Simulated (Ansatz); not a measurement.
BNH4OClF: several calculations on one system

### Relaxation

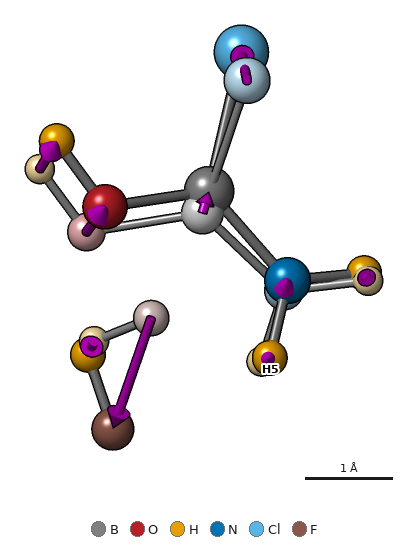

A relaxation of BNH4OClF. The starting structure is drawn faded, the final one solid; purple arrows show the displacements, at their true length. The two geometries are superimposed by the best rigid fit.

A ball-and-stick model, seen at a tilt.

The run prepares an end point of a later path (reaction) calculation, from a guessed geometry.

Theory: RHF/6-31G* in Ansatz 0.2.0.

Input file:
```yaml
crystal:
  periodic: [false, false, false]
  atoms:
    - { symbol: B, position_ang: [-0.010216, -0.15382, -0.017556] }
    - { symbol: O, position_ang: [-0.021604, -0.483184, 1.326912] }
    - { symbol: H, position_ang: [-0.898454, -0.584095, 1.670607] }
    - { symbol: "N", position_ang: [1.189332, -0.128122, -0.718182] }
    - { symbol: H, position_ang: [2.059853, -0.320459, -0.275818] }
    - { symbol: H, position_ang: [1.249681, 0.102427, -1.683446] }
    - { symbol: Cl, position_ang: [-1.566645, 0.062408, -0.882074] }
    - { symbol: F, position_ang: [0.115652, 2.175323, 0.974822] }
    - { symbol: H, position_ang: [0.430102, 1.651722, 1.657834] }
basis:
  gaussian: { orbitals: "6-31G*" }
hamiltonian:
  xc: hf
relax:
  f_tol: 0.03
  max_steps: 50
output:
  orbitals: {}
```

Command:
```bash
ansatz run input.yaml --threads 1 --pin off --max-ram 2048MiB --backend cpu --events-out ev --progress --plain --runs-dir out
```

What happened in the run?

F8 moves most after the best rigid fit: 1.58 Å. Largest moves by element: F 1.58 Å, Cl 1.54 Å, H 1.23 Å, O 0.88 Å, N 0.37 Å, B 0.27 Å. Some distances before and after: B1–O2 1.384 → 1.367 Å, B1–N4 1.389 → 1.383 Å, F8–H9 0.916 → 0.921 Å. Bond angles that change, for instance: B1–O2–H3 112.7° → 114.9°. After 16 accepted moves (17 points after the start) the energy has fallen by 0.336 eV. The largest force component goes from 0.74 to 0.017 eV/Å. The line search rejected the trial step at point 6 of the run. The run took 36 s on 1 thread of Arm Neoverse V2, on a shared host, peak memory 0.16 GiB.

Limits of the set-up: the start holds two separate molecules, 2.2 Å apart at their closest, whose relative position is a soft coordinate and is computed without a dispersion correction; Hartree-Fock leaves out electron correlation.

### Relaxation

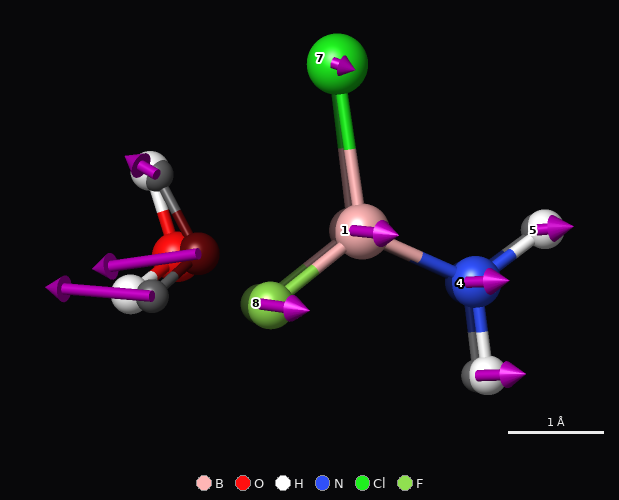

This is a relaxation of BNH4OClF. The starting structure is drawn faded, the final one solid; purple arrows show the displacements, 5 times their true length. The two geometries are superimposed by the best rigid fit.

Style: ball-and-stick. Shown at a tilt.

The run prepares an end point of a later path (reaction) calculation, from a guessed geometry.

Level of theory: RHF/6-31G* in Ansatz.

Input file:
```yaml
crystal:
  periodic: [false, false, false]
  atoms:
    - { symbol: B, position_ang: [0.082513, 0.529199, -0.502801] }
    - { symbol: O, position_ang: [0.00361, 0.035398, 2.063766] }
    - { symbol: H, position_ang: [-0.834599, -0.36633, 2.254443] }
    - { symbol: "N", position_ang: [1.316843, 0.063992, -0.927844] }
    - { symbol: H, position_ang: [1.44533, -0.835922, -1.331739] }
    - { symbol: H, position_ang: [2.159531, 0.545516, -0.704341] }
    - { symbol: Cl, position_ang: [-1.416328, -0.368607, -0.872169] }
    - { symbol: F, position_ang: [-0.039142, 1.729622, 0.042766] }
    - { symbol: H, position_ang: [-0.170058, 0.989332, 2.031019] }
basis:
  gaussian: { orbitals: "6-31G*" }
hamiltonian:
  xc: hf
relax:
  f_tol: 0.03
  max_steps: 50
output:
  orbitals: {}
```

Command:
```bash
ansatz run input.yaml --threads 1 --pin off --max-ram 2048MiB --backend cpu --events-out ev --progress --plain --runs-dir out
```

Describe the change and its energy.

Answer. The largest moves after the best rigid fit, 0.27 Å, are those of O2 and H9. By element the largest moves are O 0.27 Å, H 0.27 Å, F 0.13 Å, B 0.13 Å, N 0.11 Å, Cl 0.05 Å. Near-neighbour distances that change, for instance: O2–H9 0.970 → 0.948 Å. After 6 accepted moves (8 points after the start) the energy has fallen by 6.33 kJ/mol. The largest force component goes from 1.2 to 0.014 eV/Å. The line search rejected the trial steps at points 2, 5 of the run. The run took 19 s on 1 thread of Arm Neoverse V2, on a shared host, peak memory 0.16 GiB.

Limits of the set-up: Hartree-Fock leaves out electron correlation.

### Path

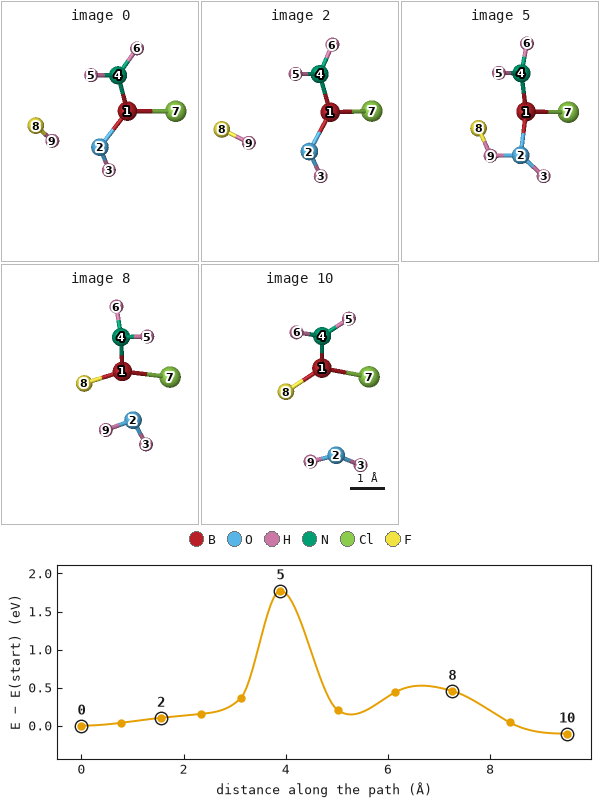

NEB run on BNH4OClF. Images are numbered from 0 (start) to 10 (end). The picture is a ball-and-stick view, seen at a tilt.

Computed with RHF/6-31G* in Ansatz 0.2.0. Settings: 9 movable images; climbing image; force threshold 0.03 eV/Å; iteration limit 60; starting path through a guess of the saddle point.

**Read off the barrier and say what moves.**

The path has more than one stage, and so few images may leave a stage unresolved. Breaking: B1–O2 (1.37 → 1.51 at the top → 3.00 Å), F8–H9 (0.92 → 1.16 at the top → 2.50 Å). Forming: B1–F8 (3.29 → 1.70 at the top → 1.32 Å), O2–H9 (1.84 → 1.18 at the top → 0.95 Å). Forward barrier 1.78 eV, backward barrier 1.88 eV, with image 5 at the top; the reaction energy is −0.10 eV. The profile has 2 maxima (images 5, 8) with a dip at image 6 (+0.20 eV), so the process runs in steps. The band converged in 30 iterations. The largest component of the band force went from 72 to 0.015 eV/Å. The climbing image converged on the top of the path. Its vibrational analysis gives one imaginary mode (1503i cm⁻¹), as a transition state must have.

Limits of the set-up: Hartree-Fock leaves out electron correlation.

The run took 6.1 min on 1 thread of Arm Neoverse V2 (shared host), peak memory 0.16 GiB.
